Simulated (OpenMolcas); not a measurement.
```
&GATEWAY
Basis set
V.ANO-RCC-VTZP.
V1 0.0 0.0 0.0 Angstrom
End of basis
Basis set
F.ANO-RCC-VDZP.
L1 2.043000 0.000000 0.000000 Angstrom
L2 0.000000 2.043000 0.000000 Angstrom
L3 0.000000 0.000000 2.043000 Angstrom
End of basis
Basis set
Na.EMB-AIMP.Barandiaran.6s3p.1s1p.ECP.K2NaGaF6.
PseudoCharge
* 3 symmetry-unique lattice sites within 7.6 angstrom
End of basis
Basis set
K.EMB-AIMP.Barandiaran.0s.0s.ECP.K2NaGaF6.
PseudoCharge
* 16 symmetry-unique lattice sites within 7.6 angstrom
End of basis
Basis set
Na.EMB-AIMP.Barandiaran.0s.0s.ECP.K2NaGaF6.
PseudoCharge
* 4 symmetry-unique lattice sites within 7.6 angstrom
End of basis
Basis set
F.EMB-AIMP.Barandiaran.0s.0s.ECP.K2NaGaF6.
PseudoCharge
* 39 symmetry-unique lattice sites within 7.6 angstrom
End of basis
Basis set
Ga.EMB-AIMP.Barandiaran.0s.0s.ECP.K2NaGaF6.
PseudoCharge
* 6 symmetry-unique lattice sites within 7.6 angstrom
End of basis
Symmetry
XYZ
AngMom=0.0 0.0 0.0
AMFI
RICD
XField
1521 Angstrom 0
* Evjen-weighted lattice charges
&SEWARD
&RASSCF
FileOrb=start.orb
Symmetry=1
Spin=4
nActEl=3 0 0
Inactive=18 21
Ras2=5 0
CIRoot=10 10 1
SDav=10
CIMx=300
Iter=150 100
PrWF=0.3
OrbListing=Nothing
MaxOrb=0
LevShft=1.0
>>> COPY $Project.JobIph JOB001
&RASSCF
FileOrb=start.orb
Symmetry=1
Spin=2
nActEl=3 0 0
Inactive=18 21
Ras2=5 0
CIRoot=40 40 1
SDav=40
CIMx=300
Iter=150 100
PrWF=0.3
OrbListing=Nothing
MaxOrb=0
LevShft=1.0
>>> COPY $Project.JobIph JOB002
&RASSI
NrOfJobIphs=2 10 40
1 2 3 4 5 6 7 8 9 10
1 2 3 4 5 6 7 8 9 10 11 12 13 14 15 16 17 18 19 20 21 22 23 24 25 26 27
28 29 30 31 32 33 34 35 36 37 38 39 40
IphNames
JOB001
JOB002
EJob
SpinOrbit
DIPRint=1.0
SOCoupling=1000.0
Subsets=2
Property=9
'ANGMOM' 1 'ANGMOM' 2 'ANGMOM' 3 'MLTPL  1' 1 'MLTPL  1' 2 'MLTPL  1' 3
'AMFI' 1 'AMFI' 2 'AMFI' 3
SOProperty=3
'ANGMOM' 1 'ANGMOM' 2 'ANGMOM' 3
```

Launched with:
```bash
OMP_NUM_THREADS=1 MOLCAS_MEM=2457 MOLCAS_PROJECT=a pymolcas a.inp > a.log  # once for each step of the input, in one work folder
```

Computed with OpenMolcas: state-averaged CASSCF, active space 3 electrons in the shell 3d, basis ANO-RCC-VTZP on the metal and ANO-RCC-VDZP on the ligands, DKH2 scalar Hamiltonian, spin-orbit coupling by RASSI with atomic mean-field integrals.

V²⁺ (3d³) as a dopant in K₂NaGaF₆, a cluster with its 6 nearest F⁻ at 2.043 Å (octahedron) embedded in model potentials and point charges; the geometry was set, not optimised. The cluster and the levels that result:

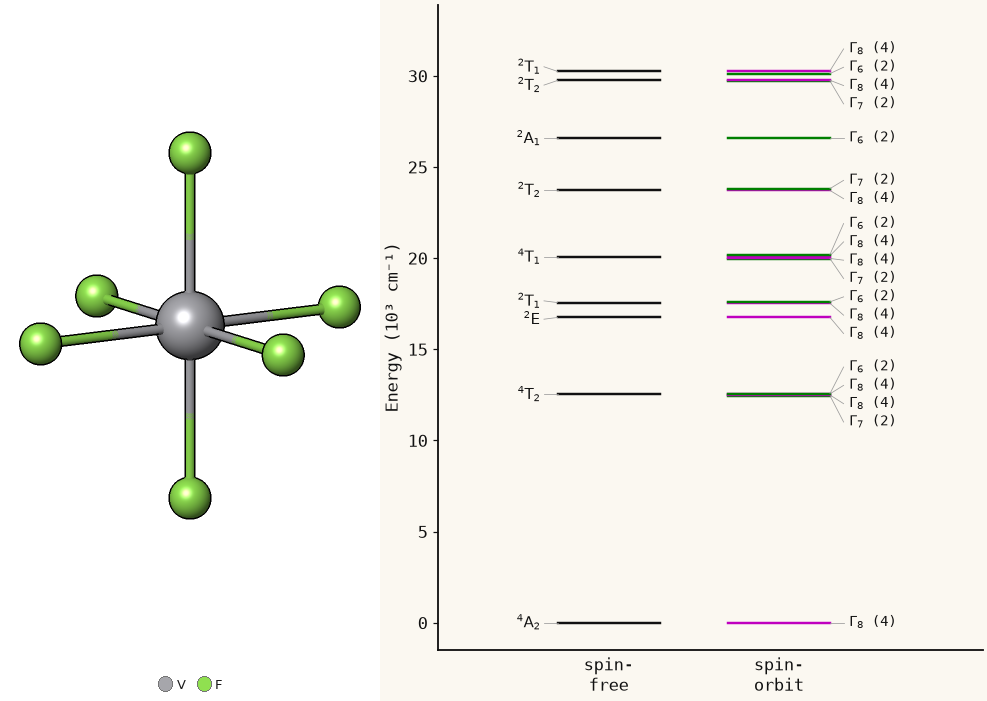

Labels give the representation in O, Td, D4 or D3 as the site allows (double group for half-integer spin) where it could be assigned and, in brackets, the degeneracy; spin-free states, where drawn, share the zero of the spin-orbit levels.

The ground level is Γ₈, 4-fold degenerate, 100 % from states of spin multiplicity 4. The next level lies at 12,500 cm⁻¹ (Γ₇). The lowest spin-free state is ⁴A₂, from the free-ion F term; of the same spin there follow at 12,500 cm⁻¹ (⁴T₂) and 20,100 cm⁻¹ (⁴T₁) above it. A ligand-field fit to the spin-free states gives |10Dq| = 12,900 cm⁻¹, B = 954 and C = 3,480 cm⁻¹ (rms misfit 200 cm⁻¹). The active orbitals hold 93 to 97 % metal character (Löwdin), and the Mulliken charge of the metal is +1.90.

Limits of the model: the geometry is set by hand, with no relaxation and no charge compensation.
